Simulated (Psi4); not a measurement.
# C2H3B (BH2(CCH)) at wB97X-D/cc-pVTZ (sweep point 7)

Aim: the vertical ionisation energy of C2H3B (BH2(CCH)) at wB97X-D/cc-pVTZ (sweep point 7), from 2 runs. 

The calculation is run with Psi4 1.11.

4 further runs of the same task are left out: 4 set aside as unsound or not needed.

### Step 1. The structure to begin with

C2H3B has 6 atoms, charge 0, and is taken as a singlet. SMILES: `[H]B([H])C#C`. Geometry: relaxed at GFN2-xTB.

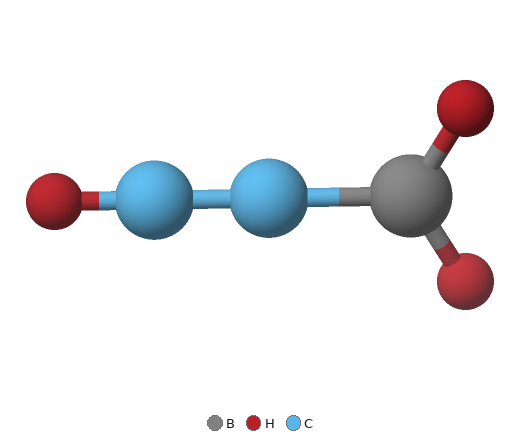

Viewed from a chosen angle; boron grey, hydrogen red, carbon blue.

### Step 2. A single-point energy at wB97X-D/cc-pVTZ (sweep point 7)

input.inp

```
memory 1.6 GB

molecule geom {
  0 1
  B      0.568000     0.981560     0.005360
  H      1.733690     0.971960     0.100340
  H     -0.021130     1.988210    -0.085920
  C     -0.181700    -0.313780    -0.000530
  C     -0.784880    -1.359230    -0.006870
  H     -1.313990    -2.268710    -0.012390
  units angstrom
  symmetry c1
}

set reference rks
set puream true
set scf_type pk
set dft_radial_points 150
set dft_spherical_points 974

e_tot, wfn = energy('wb97x-d/cc-pVTZ', return_wfn=True)
```

Started as:

```bash
$ psi4 -n 1 input.inp input.out
```

input.out:

```text
[...]
  Running in c1 symmetry.
[...]
  Nuclear repulsion =   47.010411207859988
[...]
  Multiplicity = 1
[...]
  Nalpha       = 10
  Nbeta        = 10
[...]
    Number of basis functions: 132
[...]
   @RKS iter   1:  -102.66260236335229   -9.31463e-01   3.60386e-03 ADIIS/DIIS
[...]
   @RKS iter   7:  -102.77372409821200   -7.30971e-07   7.70763e-07 DIIS
[...]
    Orbital Energies [Eh]
    ---------------------
    Doubly Occupied:
       1A    -10.306701     2A    -10.284710     3A     -6.872609
       4A     -0.862387     5A     -0.680324     6A     -0.613983
       7A     -0.489423     8A     -0.467125     9A     -0.394872
      10A     -0.365275
[...]
  @RKS Final Energy:  -102.77372409821200
   => Energetics <=
    Nuclear Repulsion Energy =             47.0104112078599883
    One-Electron Energy =                -229.5299016929652964
    Two-Electron Energy =                  90.6033190277751999
    DFT Exchange-Correlation Energy =     -10.8567068472317327
    Empirical Dispersion Energy =          -0.0008457936501509
    VV10 Nonlocal Energy =                  0.0000000000000000
    Total Energy =                       -102.7737240982119999
[...]
 Multipole Moments:
 ------------------------------------------------------------------------------------
     Multipole            Electronic (a.u.)      Nuclear  (a.u.)        Total (a.u.)
 ------------------------------------------------------------------------------------
 L = 1.  Multiply by 2.5417464519 to convert [e a0] to [Debye]
 Dipole X            :         -0.2500593            0.0735954           -0.1764639
 Dipole Y            :         -0.4342298            0.1311336           -0.3030962
 Dipole Z            :         -0.0000164           -0.0018526           -0.0018690
 Magnitude           :                                                    0.3507283
[...]
```

Wall time 64 s (1 thread of Intel Xeon Platinum 8488C (Sapphire Rapids), shared host); peak memory 1.3 GiB.

### Step 3. The doublet cation, same level

input.dat

```
memory 1600 MB

molecule {
  1 2
  B      0.568000     0.981560     0.005360
  H      1.733690     0.971960     0.100340
  H     -0.021130     1.988210    -0.085920
  C     -0.181700    -0.313780    -0.000530
  C     -0.784880    -1.359230    -0.006870
  H     -1.313990    -2.268710    -0.012390
  symmetry c1
}

set {
  reference uks
  puream true
  scf_type pk
  dft_radial_points 150
  dft_spherical_points 974
  maxiter 150
}

E, wfn = energy('wb97x-d/cc-pVTZ', return_wfn=True)
```

Started as:

```bash
$ psi4 input.dat output.dat -n 1
```

output.dat:

```text
[...]
  Running in c1 symmetry.
[...]
  Nuclear repulsion =   47.010411207859988
[...]
  Multiplicity = 2
[...]
  Nalpha       = 10
  Nbeta        = 9
[...]
    Number of basis functions: 132
[...]
   @UKS iter   1:  -102.31683924056154   -5.85700e-01   2.64366e-03 DIIS/ADIIS
[...]
   @UKS iter  10:  -102.38629840587005   -2.57330e-08   2.62652e-07 DIIS
[...]
   @S^2 Observed:                7.559853062E-01
[...]
    Orbital Energies [Eh]
    ---------------------
    Alpha Occupied:
       1A    -10.643507     2A    -10.613781     3A     -7.130898
       4A     -1.198932     5A     -0.961035     6A     -0.898059
       7A     -0.749348     8A     -0.748322     9A     -0.698179
      10A     -0.670086
    Alpha Virtual:
      11A     -0.265615    12A     -0.192700    13A     -0.098106
      14A     -0.052331    15A     -0.032933    16A      0.017931
      17A      0.027948    18A      0.044251    19A      0.080520
      20A      0.088306    21A      0.093655    22A      0.118101
      23A      0.171835    24A      0.210684    25A      0.214528
[...]
  @UKS Final Energy:  -102.38629840587005
   => Energetics <=
    Nuclear Repulsion Energy =             47.0104112078599883
    One-Electron Energy =                -223.7160577419872709
    Two-Electron Energy =                  85.0130955514370896
    DFT Exchange-Correlation Energy =     -10.6929016295296950
    Empirical Dispersion Energy =          -0.0008457936501509
    VV10 Nonlocal Energy =                  0.0000000000000000
    Total Energy =                       -102.3862984058700505
[...]
 Multipole Moments:
 ------------------------------------------------------------------------------------
     Multipole            Electronic (a.u.)      Nuclear  (a.u.)        Total (a.u.)
 ------------------------------------------------------------------------------------
 L = 1.  Multiply by 2.5417464519 to convert [e a0] to [Debye]
 Dipole X            :         -0.3043213            0.0735954           -0.2307259
 Dipole Y            :         -0.5291374            0.1311336           -0.3980039
 Dipole Z            :         -0.0007181           -0.0018526           -0.0025707
 Magnitude           :                                                    0.4600523
[...]
```

It took 2.1 min on 1 thread of Intel Xeon Platinum 8488C (Sapphire Rapids), shared host; peak memory 1.3 GiB.

### Step 4. Outcome

Level: wB97X-D/cc-pVTZ (sweep point 7).

| quantity | value |
| --- | --- |
| singlet C2H3B: total energy | -102.77372 Eh |
| singlet C2H3B: dipole moment | 0.89 D |
| singlet C2H3B: HOMO energy | -9.94 eV |
| singlet C2H3B: LUMO energy | -0.47 eV |
| singlet C2H3B: HOMO–LUMO gap | 9.47 eV |
| singlet C2H3B: dispersion energy | -2.22 kJ/mol |
| doublet cation: total energy | -102.38630 Eh |
| doublet cation: HOMO energy (highest over α and β) | -18.23 eV |
| doublet cation: LUMO energy (lowest over α and β) | -11.13 eV |
| doublet cation: dispersion energy | -2.22 kJ/mol |
| doublet cation: ⟨S²⟩ | 0.756 |
| vertical ionisation energy (to the doublet cation) | 10.542 eV |

Removing an electron at fixed nuclei costs 10.54 eV (1017 kJ/mol). The negative HOMO energy of the first species, 9.94 eV, lies 0.60 eV below that difference.
